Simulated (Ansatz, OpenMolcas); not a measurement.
# A ladder of methods for GeSiH3ClO (SMILES Cl[SiH]1[O][GeH2]1)

GeSiH3ClO has 7 atoms, charge 0, and is taken as a singlet. As SMILES, `Cl[SiH]1[O][GeH2]1`. The coordinates come from a PBE0-D4/def2-TZVP relaxation.

Each level gives the HOMO–LUMO gap (eV). The values are calculated.

```tsv
level	kind	program	value (eV)	CPU time
SVWN5/6-31G* (spherical functions)	LDA	Ansatz	3.91	6.4 s
BLYP/6-31G* (spherical functions)	GGA	Ansatz	3.91	8.7 s
PBE/6-31G* (spherical functions)	GGA	Ansatz	3.97	8.9 s
revPBE/6-31G* (spherical functions)	GGA	OpenMolcas	3.99	42 s
M06-L/6-31G* (spherical functions)	meta-GGA	OpenMolcas	4.45	47 s
TPSS/6-31G* (spherical functions)	meta-GGA	OpenMolcas	4.19	55 s
B2PLYP/6-31G* (spherical functions)	double hybrid	OpenMolcas	7.94	40 s
PBE-QIDH/6-31G* (spherical functions)	double hybrid	Ansatz	9.25	14 s
```

All-electron rows without a relativistic Hamiltonian named are non-relativistic. The values span 3.91 to 9.25 eV. Orbital gaps aren't excitation energies, and those of double hybrids come from the SCF part alone. CPU times are rough (shared hosts, several kinds of processor and program).

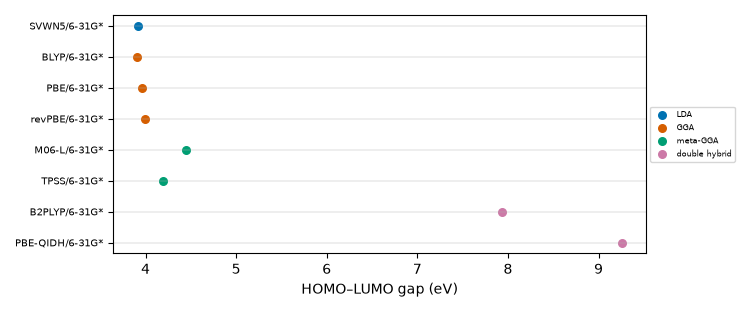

The values of the table, level by level.
